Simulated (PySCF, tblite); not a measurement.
# C6H8FSi+: geometry, infrared bands and NMR shifts

What infrared bands and NMR shifts should C6H8FSi+ (`FCC1=CC=CC[SiH+]1`) show?

Computed with tblite 0.8.0 and PySCF 2.14.0, with density-fitted response routines of our own, on a single molecule in the gas phase. Atoms count from 0, in the outputs and in this text.

## Step 1: Starting geometry

16 atoms, charge 1, multiplicity 1; geometry from: force field or distance geometry start.

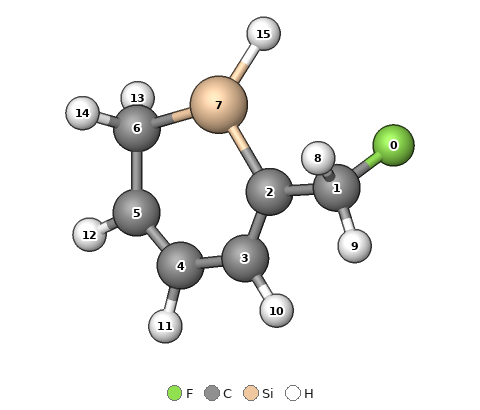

The starting geometry (fluorine green, carbon grey, silicon light orange, hydrogen white), atoms numbered.

## Step 2: Geometry optimisation with GFN2-xTB

The job: settings as JSON, then the geometry in Å.

```
{"job": {"kind": "relax", "xc": "GFN2-xTB", "basis": "xTB"}, "charge": 1, "multiplicity": 1}
F     -2.873600     0.803300     1.016100
C     -2.454500     0.205400    -0.149200
C     -0.991500     0.023200    -0.086500
C     -0.496800    -1.169800    -0.173800
C      0.915400    -1.402800    -0.113800
C      1.883100    -0.553400    -0.012400
C      1.905400     0.909700     0.105500
Si     0.141300     1.452600     0.079600
H     -2.675700     0.870100    -1.002200
H     -2.931100    -0.757700    -0.341200
H     -1.191500    -2.025500    -0.266000
H      1.218400    -2.479900    -0.193300
H      2.902700    -1.014200     0.007600
H      2.486000     1.265300     0.991100
H      2.387500     1.289300    -0.839200
H     -0.232800     2.593300     0.966300
```

Launch:

```sh
> OMP_NUM_THREADS=1 python probes_run.py task.json out
```

This one command runs all jobs of the session in turn.

**Question.** This job is followed by: GFN2-xTB harmonic vibrations, gas phase; GIAO PBE0/pcSseg-1 NMR shielding, non-relativistic, gas phase. What will the session give for the following? strongest single infrared mode (GFN2-xTB); zero-point energy (GFN2-xTB); 13C shifts against TMS (PBE0/pcSseg-1); 1H shifts against TMS (PBE0/pcSseg-1, means over atoms taken as alike); 19F shifts against CFCl3 (PBE0/pcSseg-1); 29Si shifts against TMS (PBE0/pcSseg-1).

**Answer**, as computed:

```
                                                              quantity                                       value
                             strongest single infrared mode (GFN2-xTB)                         663 cm⁻¹, 98 km/mol
                                          zero-point energy (GFN2-xTB)                               74.3 kcal/mol
                                13C shifts against TMS (PBE0/pcSseg-1)  171.6, 167.5, 166.8, 133.5, 87.6, 40.6 ppm
1H shifts against TMS (PBE0/pcSseg-1, means over atoms taken as alike)      8.82, 8.60, 8.11, 7.74, 6.03, 3.71 ppm
                              19F shifts against CFCl3 (PBE0/pcSseg-1)                                  -228.1 ppm
                               29Si shifts against TMS (PBE0/pcSseg-1)                                   261.4 ppm
```

The optimisation took 93 steps and gained 0.979 eV; among the close pairs (by a distance rule), C2–C3 changed most, from 1.294 to 1.359 Å. No mode is imaginary among the 42: a minimum at this level. The strongest single mode, at 663 cm⁻¹, has its largest shares on C6, H13, H14 and H12 (the list is cut at 4 atoms). Unscaled tight-binding wavenumbers are off by several per cent, some by more. Its intensities can rank the bands wrongly. At PBE0/pcSseg-1: Shielding is most anisotropic at Si7 (span 505 ppm, paramagnetic term -795 ppm). At PBE0/pcSseg-1, counted by nearest atom on the grid, the HOMO lies on C2, C5 about 23 % each; C4 17 %, the LUMO on Si7 42 %; C3 17 %.
